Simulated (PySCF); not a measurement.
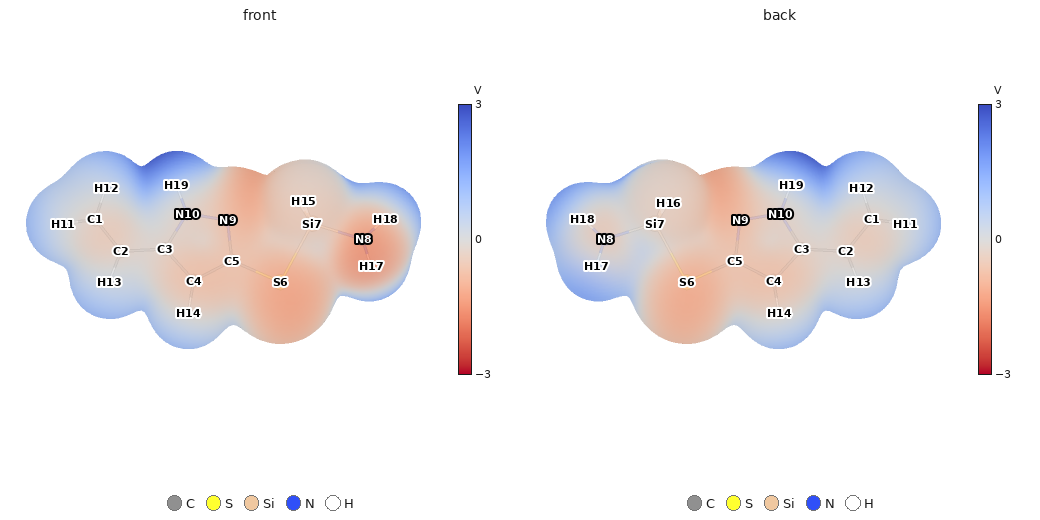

Figure 1: C₅H₉N₃SSi (SMILES C=Cc1cc(S[SiH2]N)n[nH]1). The molecular electrostatic potential painted on the density surface at 0.002 e/bohr³, seen from the front and from behind; the colour scale runs from red (negative) to blue (positive).

Geometry: GFN2-xTB.

These are results of PBE0/pcSseg-1, SCF density, gas phase, non-relativistic (PySCF), not measurements.

```tsv
atom	x (Å)	y (Å)	z (Å)
C	-4.0759	0.3723	-0.3746
C	-3.1528	-0.5814	-0.3031
C	-1.7335	-0.3711	-0.1686
C	-0.7065	-1.3012	-0.1359
C	0.4654	-0.5417	0.0044
S	2.1042	-1.0816	0.1077
Si	2.9329	0.9121	0.3007
N	4.5895	0.5502	0.5694
N	0.1872	0.7539	0.0565
N	-1.1421	0.8439	-0.0499
H	-5.1193	0.1326	-0.4771
H	-3.8342	1.4216	-0.3386
H	-3.4432	-1.6219	-0.3505
H	-0.7776	-2.3660	-0.2024
H	2.4083	1.5303	1.5057
H	2.6050	1.6190	-0.9338
H	5.0073	-0.2729	0.1670
H	5.2605	1.2945	0.6447
H	-1.5850	1.7470	-0.0292
```

**Describe the electrostatic potential map.**

The most negative region (about −1.5 V, or −35 kcal/mol for a unit charge) lies over N8, the most positive (about +2.5 V, or +58 kcal/mol for a unit charge) over H19. N8 is the likeliest acceptor of a hydrogen bond.
